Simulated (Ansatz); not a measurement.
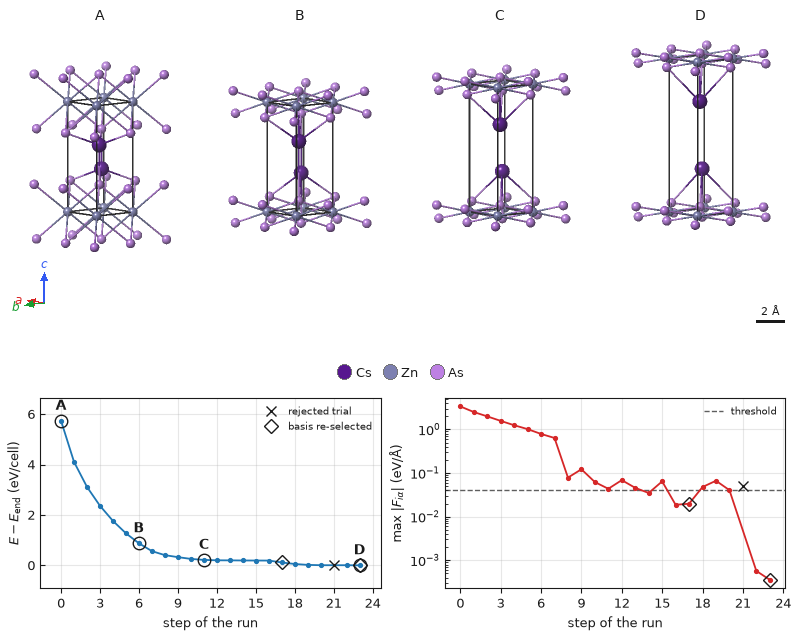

Frames of a relaxation of a crystal of Cs2ZnAs2 (built on the EuMn2P2 type) (coarse preliminary run), marked on the history of the run. A ball-and-stick model of the cell of the calculation, seen from a free direction.

Case: EuMn2P2 type (P-3m1, No. 164).

The calculation used DFT PBE, scalar-relativistic, plane waves, PAW in Ansatz.

Input file:
```yaml
crystal:
  lattice:
    - [4.8056919119, 0.0, 0.0]
    - [-2.402845956, 4.1618512785, 0.0]
    - [0.0, 0.0, 8.1591234332]
  atoms:
    - { symbol: Cs, position: [0.3333333333, 0.6666666667, 0.62] }
    - { symbol: Cs, position: [0.6666666667, 0.3333333333, 0.38] }
    - { symbol: Zn, position: [0.0, 0.0, 0.0] }
    - { symbol: As, position: [0.3333333333, 0.6666666667, 0.26] }
    - { symbol: As, position: [0.6666666667, 0.3333333333, 0.74] }
basis:
  ecutwfc: 420
kpoints:
  mp_grid: { grid: [6, 6, 2] }
hamiltonian:
  xc: pbe
scf:
  occupations: { method: gaussian, width: 0.1 }
  lower_state_search: "off"
output:
  forces: true
  stress: true
  eigenvalues: true
relax:
  adjacent_minimum: "off"
  f_tol: 0.04
  max_steps: 70
  cell: { stress_tol: 0.4 }
```

Run as
```bash
ansatz run input.yaml --threads 1 --pin off --max-ram 2560MiB --backend cpu --events-out ev --progress --plain --runs-dir out
```

Describe the path.

Over 20 accepted moves (23 points after the start) the energy falls by 5.731 eV per cell of the calculation. The largest force component goes from 3.4 to 0.00036 eV/Å. The pressure goes from 8.49 to 0.02 GPa. The line search rejected the trial step at point 21 of the run. At 2 points the geometry stayed and the basis and grid were re-selected for the new cell (energy shift of 75.3 meV per cell of the calculation at most each time). The largest moves relative to the cell, 2.48 Å, are those of As4 and As5. As5 goes along +c. Largest moves by element: As 2.48 Å, Cs 1.22 Å. Zn stays in place. The volume changes by +34.0 %, with a = b 4.806 → 4.712 Å (−1.9 %), c 8.159 → 11.369 Å (+39.3 %). Some distances before and after: Cs1–As4 2.937 → 7.793 Å, Cs1–Cs2 3.396 → 5.843 Å, As4–As5 5.069 → 2.883 Å, Cs1–As4 (another image) 5.222 → 3.576 Å. New bonds form, among them: Cs1–As4 (another periodic image) (5.22 → 3.58 Å), Cs2–As5 (another periodic image) (5.22 → 3.58 Å). Bonds break, among them: Cs1–As4 (2.94 → 7.79 Å), Cs2–As5 (2.94 → 7.79 Å). Among the angles between lasting bonds that change: Cs1–As5–Cs1 109.5° → 77.2°, As5–Cs1–As5 109.5° → 77.2°. The space group stays P-3m1 (No. 164). From step 0 to 6: As atoms move most (1.18 Å), volume +1.6 %, energy −4.857 eV per cell of the calculation. From step 6 to 11: As atoms move most (0.50 Å), volume +8.5 %, energy −0.658 eV per cell of the calculation. From step 11 to 23: Cs atoms move most (0.39 Å), volume +21.5 %, energy −0.216 eV per cell of the calculation.

Limits of the set-up: the k-point mesh is coarse for a cell with partly filled bands.
